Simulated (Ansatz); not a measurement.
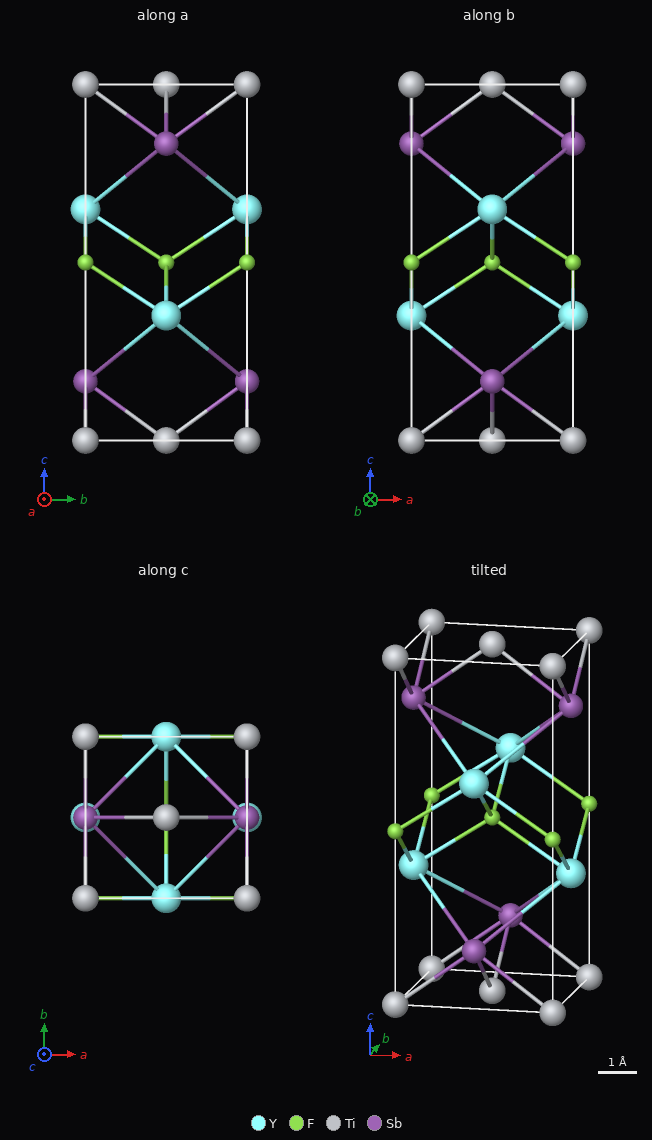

Structure drawing (ball-and-stick), viewed along the a axis, along the b axis, along the c axis and slightly off an axis. Lines trace the edges of the conventional unit cell.

Lattice parameters: a = 4.277 Å, b = 4.277 Å, c = 9.423 Å, α = 90.00°, β = 90.00°, γ = 90.00°.

### Express the structure as a table of Wyckoff sites, with free fractional coordinates to two decimals.

Space group P4/nmm:1 (No. 129).
| atom | site | x | y | z |
| --- | --- | --- | --- | --- |
| Y | 2c | 0.00 | 0.50 | 0.35 |
| F | 2b | 0.50 | 0.50 | 0.50 |
| Ti | 2a | 0.50 | 0.50 | 0.00 |
| Sb | 2c | 0.50 | 0.00 | 0.17 |

The structure is a generated cell, made by putting these elements into a known structure type (the compound may or may not exist in this form); no relaxation was done. Ansatz was used for an electronic-structure calculation on it.

At this level of theory the cell isn't at rest (forces up to 3.5 eV/Å), so its distances can differ from those at equilibrium, the more so the softer the solid.
